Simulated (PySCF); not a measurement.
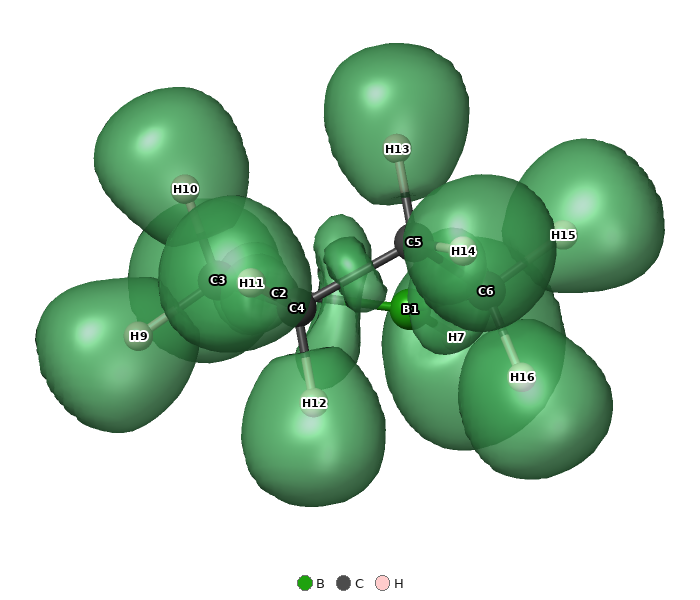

*C5H10B (SMILES B1[CH]CCCC1) (doublet). Isosurface of the electron localisation function at 0.8 (green), seen from one side. Only the valence region is drawn (cores and ρ < 0.01 e/Å³ removed).*

Geometry: GFN2-xTB.

Computed with UKS B3LYP, pcH-1 on B C H, non-relativistic, mean-field spin-orbit, GIAO (PySCF).

| atom | x (Å) | y (Å) | z (Å) |
| --- | --- | --- | --- |
| B | 0.4258 | 1.5861 | 0.1979 |
| C | -1.0309 | 1.2196 | 0.1356 |
| C | -1.4992 | -0.1555 | -0.1492 |
| C | -0.3798 | -1.0883 | -0.6060 |
| C | 0.8252 | -0.9841 | 0.3260 |
| C | 1.4754 | 0.3950 | 0.2032 |
| H | 0.7882 | 2.7019 | 0.2212 |
| H | -1.8285 | 1.9199 | 0.3580 |
| H | -2.3078 | -0.1387 | -0.8910 |
| H | -1.9545 | -0.5549 | 0.7700 |
| H | -0.7498 | -2.1160 | -0.6352 |
| H | -0.0700 | -0.8141 | -1.6170 |
| H | 0.4953 | -1.1438 | 1.3557 |
| H | 1.5449 | -1.7713 | 0.0859 |
| H | 2.2357 | 0.5108 | 0.9792 |
| H | 2.0224 | 0.4422 | -0.7457 |

**What do the ELF domains correspond to?**

The surface consists of two regions between bonded B–C atoms (shared pairs), four regions between bonded C–C atoms (shared pairs) and ten regions around hydrogen nuclei.

Values along the shortest contacts:
C–C (1.48 Å): the ELF peaks at about 0.95 between the atoms: a shared electron pair. C–B (1.50 Å): the ELF peaks at about 0.95 between the atoms, as expected for localised, covalent bonding.
